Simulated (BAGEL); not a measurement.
# C2HClF4 (1,1,1,2-tetrafluorochloroethane) at 3 levels

Aim: a comparison of 3 runs (B3LYP/6-31G*, PBE0/6-31G*, RI-MP2/6-31G*) of C2HClF4 (1,1,1,2-tetrafluorochloroethane). 

Program for the calculation: BAGEL 1.2.2.

4 further runs of the same task are left out: 1 that didn't finish, 3 set aside as unsound or not needed. Runs told in other sessions of the task aren't counted.

### Step 1. The molecule

C2HClF4: 8 atoms, total charge 0, spin state singlet. SMILES: `FC(Cl)C(F)(F)F`. The coordinates come from a PBE0-D4/def2-TZVP relaxation.

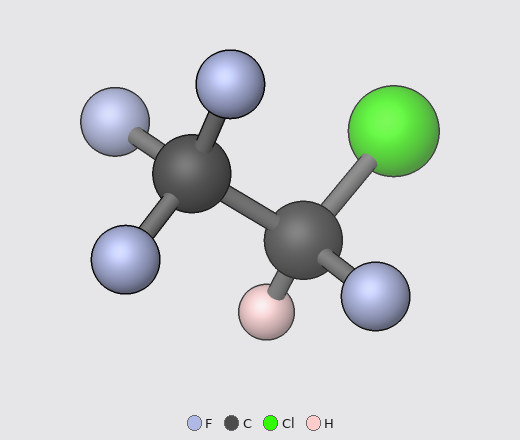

Viewed from a chosen angle; fluorine light blue, carbon dark grey, chlorine green, hydrogen pink.

### Step 2. The energy at B3LYP/6-31G(d) (density fitting with cc-pvqz-jkfit, spherical functions) (run 1)

input.json reads:

```json
{ "bagel" : [

{
  "title" : "molecule",
  "basis" : "6-31gs.json",
  "df_basis" : "cc-pvqz-jkfit",
  "angstrom" : true,
  "geometry" : [
    { "atom" : "F", "xyz" : [   -1.009760,   -0.997300,    1.034070 ] },
    { "atom" : "C", "xyz" : [   -0.026700,   -0.752310,    0.143750 ] },
    { "atom" : "Cl", "xyz" : [    1.532940,   -1.198140,    0.813200 ] },
    { "atom" : "C", "xyz" : [   -0.058240,    0.737850,   -0.214790 ] },
    { "atom" : "F", "xyz" : [    0.860470,    1.007860,   -1.137810 ] },
    { "atom" : "F", "xyz" : [    0.152480,    1.509050,    0.841250 ] },
    { "atom" : "F", "xyz" : [   -1.256040,    1.034230,   -0.720280 ] },
    { "atom" : "H", "xyz" : [   -0.195140,   -1.341240,   -0.759390 ] }
  ]
},
{
  "title" : "ks",
  "xc_func" : "b3lyp"
},
{
  "title" : "print",
  "file" : "orbitals.molden",
  "orbitals" : true
}

]}
```

The basis set 6-31G* is read from a file made from the Basis Set Exchange's data (not shown).

Launch:

```bash
$ BAGEL_NUM_THREADS=1 BAGEL input.json > input.out
```

The log of the run:

```text
* using 1 threads per process

  ===============================================================
  ===============================================================

  *** Geometry ***

  { "atom" : "F", "xyz" : [     -1.908170,     -1.884624,      1.954109 ] },
  { "atom" : "C", "xyz" : [     -0.050456,     -1.421660,      0.271648 ] },
  { "atom" : "Cl", "xyz" : [      2.896837,     -2.264156,      1.536725 ] },
  { "atom" : "C", "xyz" : [     -0.110058,      1.394334,     -0.405894 ] },
  { "atom" : "F", "xyz" : [      1.626053,      1.904579,     -2.150149 ] },
  { "atom" : "F", "xyz" : [      0.288145,      2.851691,      1.589732 ] },
  { "atom" : "F", "xyz" : [     -2.373572,      1.954411,     -1.361132 ] },
  { "atom" : "H", "xyz" : [     -0.368761,     -2.534576,     -1.435039 ] },

  Number of auxiliary basis functions:      835

  Since a DF basis is specified, we compute 2- and 3-index integrals:
    o Being stored without compression. Storage requirement is 0.072 GB

  Number of basis functions:      104
  Number of electrons      :       66

    * METHOD: MOLECULE                             0.91

  *** Kohn-Sham DFT ***

    * Removing 17247 points whose weight is below 1.00e-10
    * Grid points: 102001

  === Nuclear Repulsion ===
   422.2686495358

       - DIIS with orbital gradients will be used.

  === KS iteration (b3lyp / 6-31gs.json) ===
      0       -891.72536375          0.13971082           0.66
      1       -849.89707115          0.18282341           0.63
      2       -665.57304762          0.27392373           0.62
      3       -916.96017957          0.10134811           0.63
      4       -913.26477985          0.11839925           0.64
      5       -935.55584781          0.03206315           0.63
      6       -935.49009048          0.03619535           0.64
      7       -936.33755726          0.00464015           0.64
      8       -936.35073013          0.00180638           0.64
      9       -936.35232658          0.00088887           0.64
     10       -936.35278320          0.00026460           0.64
     11       -936.35283606          0.00008651           0.63
     12       -936.35284007          0.00004230           0.63
     13       -936.35284151          0.00001402           0.63
     14       -936.35284161          0.00000604           0.64
     15       -936.35284164          0.00000186           0.64
     16       -936.35284165          0.00000068           0.64
     17       -936.35284165          0.00000037           0.63
     18       -936.35284165          0.00000015           0.64
     19       -936.35284165          0.00000008           0.63
     20       -936.35284165          0.00000003           0.63
     21       -936.35284165          0.00000001           0.64
     22       -936.35284165          0.00000001           0.64
    * SCF iteration converged.

    * Permanent dipole moment:
           (    0.070880,     0.299959,     0.407160) a.u.

    * METHOD: KS                                  15.26

    * METHOD: PRINT                                0.03

  ===============================================================
```

Run time: 17 s. Hardware: 1 thread of Arm Neoverse V1, shared host; peak memory 0.56 GiB.

### Step 3. The energy at PBE0/6-31G(d) (density fitting with cc-pvqz-jkfit, spherical functions) (run 2)

job.json reads:

```json
{ "bagel" : [

{
  "title" : "molecule",
  "basis" : "6-31gs.json",
  "df_basis" : "cc-pvqz-jkfit",
  "angstrom" : "true",
  "geometry" : [
    { "atom" : "F", "xyz" : [   -1.009760,   -0.997300,    1.034070 ] },
    { "atom" : "C", "xyz" : [   -0.026700,   -0.752310,    0.143750 ] },
    { "atom" : "Cl", "xyz" : [    1.532940,   -1.198140,    0.813200 ] },
    { "atom" : "C", "xyz" : [   -0.058240,    0.737850,   -0.214790 ] },
    { "atom" : "F", "xyz" : [    0.860470,    1.007860,   -1.137810 ] },
    { "atom" : "F", "xyz" : [    0.152480,    1.509050,    0.841250 ] },
    { "atom" : "F", "xyz" : [   -1.256040,    1.034230,   -0.720280 ] },
    { "atom" : "H", "xyz" : [   -0.195140,   -1.341240,   -0.759390 ] }
  ]
},
{ "title" : "ks", "xc_func" : "pbe0" },
{ "title" : "print", "file" : "orbitals.molden", "orbitals" : "true" }

]}
```

The basis set 6-31G* is read from a file made from the Basis Set Exchange's data (not shown).

Launch:

```bash
$ BAGEL_NUM_THREADS=1 BAGEL job.json > job.out
```

The log of the run:

```text
* using 1 threads per process

  ===============================================================
  ===============================================================

  *** Geometry ***

  { "atom" : "F", "xyz" : [     -1.908170,     -1.884624,      1.954109 ] },
  { "atom" : "C", "xyz" : [     -0.050456,     -1.421660,      0.271648 ] },
  { "atom" : "Cl", "xyz" : [      2.896837,     -2.264156,      1.536725 ] },
  { "atom" : "C", "xyz" : [     -0.110058,      1.394334,     -0.405894 ] },
  { "atom" : "F", "xyz" : [      1.626053,      1.904579,     -2.150149 ] },
  { "atom" : "F", "xyz" : [      0.288145,      2.851691,      1.589732 ] },
  { "atom" : "F", "xyz" : [     -2.373572,      1.954411,     -1.361132 ] },
  { "atom" : "H", "xyz" : [     -0.368761,     -2.534576,     -1.435039 ] },

  Number of auxiliary basis functions:      835

  Since a DF basis is specified, we compute 2- and 3-index integrals:
    o Being stored without compression. Storage requirement is 0.072 GB

  Number of basis functions:      104
  Number of electrons      :       66

    * METHOD: MOLECULE                             0.91

  *** Kohn-Sham DFT ***

    * Removing 17247 points whose weight is below 1.00e-10
    * Grid points: 102001

  === Nuclear Repulsion ===
   422.2686495358

       - DIIS with orbital gradients will be used.

  === KS iteration (pbe0 / 6-31gs.json) ===
      0       -891.11821275          0.13965260           0.68
      1       -843.20201015          0.17696085           0.63
      2       -661.63714194          0.22924637           0.64
      3       -914.17170912          0.13948174           0.64
      4       -930.89659149          0.06670956           0.64
      5       -935.11558617          0.02618831           0.63
      6       -935.63181322          0.01215311           0.63
      7       -935.72257636          0.00431180           0.64
      8       -935.73841195          0.00099852           0.63
      9       -935.73978999          0.00024503           0.64
     10       -935.73982669          0.00012185           0.62
     11       -935.73983911          0.00001904           0.62
     12       -935.73983936          0.00000767           0.63
     13       -935.73983940          0.00000211           0.63
     14       -935.73983940          0.00000064           0.63
     15       -935.73983940          0.00000029           0.62
     16       -935.73983940          0.00000007           0.62
     17       -935.73983940          0.00000002           0.63
     18       -935.73983940          0.00000001           0.62
    * SCF iteration converged.

    * Permanent dipole moment:
           (    0.072510,     0.302160,     0.417321) a.u.

    * METHOD: KS                                  12.65

    * METHOD: PRINT                                0.03

  ===============================================================
```

It took 14 s on 1 thread of Arm Neoverse V1, shared host; peak memory 0.56 GiB.

### Step 4. A single-point energy at RI-MP2/6-31G(d) (density fitting with cc-pvqz-jkfit, spherical functions) (run 3)

input.json reads:

```json
{ "bagel": [

{
  "title": "molecule",
  "basis": "6-31gs.json",
  "df_basis": "cc-pvqz-jkfit",
  "angstrom": true,
  "geometry": [
    { "atom": "F", "xyz": [      -1.009760,      -0.997300,       1.034070 ] },
    { "atom": "C", "xyz": [      -0.026700,      -0.752310,       0.143750 ] },
    { "atom": "Cl", "xyz": [       1.532940,      -1.198140,       0.813200 ] },
    { "atom": "C", "xyz": [      -0.058240,       0.737850,      -0.214790 ] },
    { "atom": "F", "xyz": [       0.860470,       1.007860,      -1.137810 ] },
    { "atom": "F", "xyz": [       0.152480,       1.509050,       0.841250 ] },
    { "atom": "F", "xyz": [      -1.256040,       1.034230,      -0.720280 ] },
    { "atom": "H", "xyz": [      -0.195140,      -1.341240,      -0.759390 ] }
  ]
},

{ "title": "hf" },

{ "title": "mp2", "ncore": 11 }

]}
```

The basis set 6-31G* is read from a file made from the Basis Set Exchange's data (not shown).

Launch:

```bash
$ BAGEL_NUM_THREADS=1 BAGEL input.json > input.out
```

The log of the run:

```text
* using 1 threads per process

  ===============================================================
  ===============================================================

  *** Geometry ***

  { "atom" : "F", "xyz" : [     -1.908170,     -1.884624,      1.954109 ] },
  { "atom" : "C", "xyz" : [     -0.050456,     -1.421660,      0.271648 ] },
  { "atom" : "Cl", "xyz" : [      2.896837,     -2.264156,      1.536725 ] },
  { "atom" : "C", "xyz" : [     -0.110058,      1.394334,     -0.405894 ] },
  { "atom" : "F", "xyz" : [      1.626053,      1.904579,     -2.150149 ] },
  { "atom" : "F", "xyz" : [      0.288145,      2.851691,      1.589732 ] },
  { "atom" : "F", "xyz" : [     -2.373572,      1.954411,     -1.361132 ] },
  { "atom" : "H", "xyz" : [     -0.368761,     -2.534576,     -1.435039 ] },

  Number of auxiliary basis functions:      835

  Since a DF basis is specified, we compute 2- and 3-index integrals:
    o Being stored without compression. Storage requirement is 0.072 GB

  Number of basis functions:      104
  Number of electrons      :       66

    * METHOD: MOLECULE                             0.90

  *** RHF ***

  === Nuclear Repulsion ===
   422.2686495358

      * DIIS with orbital gradients will be used.

  === RHF iteration (6-31gs.json) ===
      0       -933.20160327          0.02190027           0.27
      1       -933.40397519          0.01537346           0.26
      2       -933.54237130          0.00122229           0.25
      3       -933.54447161          0.00029118           0.26
      4       -933.54457042          0.00010092           0.26
      5       -933.54458655          0.00002969           0.26
      6       -933.54458784          0.00001009           0.26
      7       -933.54458798          0.00000188           0.26
      8       -933.54458799          0.00000064           0.26
      9       -933.54458799          0.00000024           0.25
     10       -933.54458799          0.00000007           0.26
     11       -933.54458799          0.00000003           0.25
     12       -933.54458799          0.00000001           0.26
    * SCF iteration converged.

    * Permanent dipole moment:
           (    0.002444,     0.405356,     0.473387) a.u.

    * METHOD: HF                                   3.76

  *** RHF ***

  === Nuclear Repulsion ===
   422.2686495358

      * DIIS with orbital gradients will be used.

  === RHF iteration (6-31gs.json) ===
      0       -933.54458799          0.00000001           0.25
    * SCF iteration converged.

    * Permanent dipole moment:
           (    0.002444,     0.405356,     0.473387) a.u.

  === DF-MP2 calculation ===

    * freezing 11 orbitals
    * 3-index integral transformation done
    * assembly done

      MP2 correlation energy:   -1.0536486609      0.20

      MP2 total energy:       -934.5982366512

    * METHOD: MP2                                  0.74

  ===============================================================
```

Wall time 5.7 s (1 thread of Arm Neoverse V1, shared host); peak memory 0.24 GiB.

### Step 5. All runs side by side

| run | level | frozen core orbitals | energy (Eh) | dipole moment (D) | HOMO energy (eV) | LUMO energy (eV) | wall time |
| --- | --- | --- | --- | --- | --- | --- | --- |
| 1 | B3LYP/6-31G* (density fitting with cc-pvqz-jkfit, spherical functions) | – | -936.352842 | 1.30 | -8.97 | 0.21 | 17 s |
| 2 | PBE0/6-31G* (density fitting with cc-pvqz-jkfit, spherical functions) | – | -935.739839 | 1.32 | -9.28 | 0.45 | 14 s |
| 3 | RI-MP2/6-31G* (density fitting with cc-pvqz-jkfit, spherical functions) | 11 | -934.598237 | – | – | – | 5.7 s |

### Step 6. Results

| quantity | value |
| --- | --- |
| run 3: total energy | -934.59824 Eh |
| run 3: correlation energy (11 core orbitals frozen) | -1053.6 mEh |

In words: Totals of different functionals can't be ranked against each other. All runs together took 36 s, the longest 17 s.
